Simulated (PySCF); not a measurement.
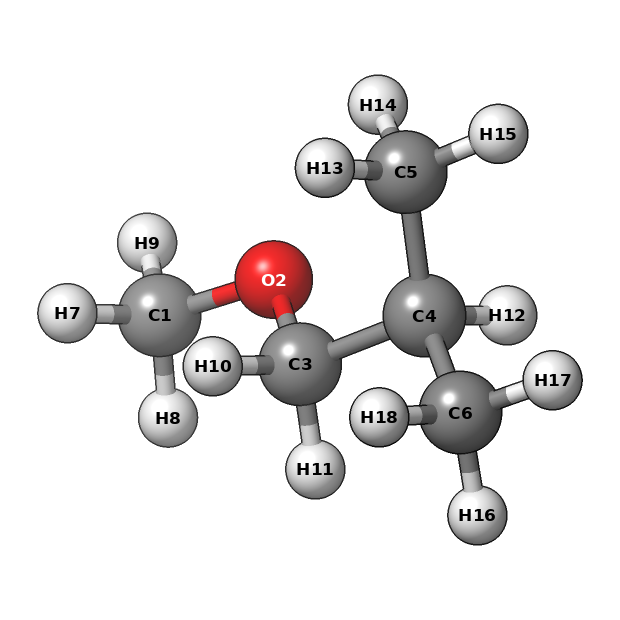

The geometry was computed by an optimisation with PBE0-D3(BJ)/def2-SVP. No frequency run is at hand to confirm it as a minimum. Method: TDDFT PBE0/def2-SVPD, vertical, gas phase, core orbitals frozen in the response (PySCF 2.14.0), and the same with a continuum solvent (IEF-PCM, Bondi radii x 1.2, gas-phase geometry).

How do dipole (D), HOMO–LUMO gap (eV), lowest singlet (eV) change in chloroform (ε = 4.7), dichloromethane (ε = 8.9)?

| medium | dipole (D) | HOMO–LUMO gap (eV) | lowest singlet (eV) |
| --- | --- | --- | --- |
| gas phase | 1.00 | 8.18 | 6.98 |
| chloroform | 1.32 | 8.27 | 7.04 |
| dichloromethane | 1.40 | 8.29 | 7.05 |
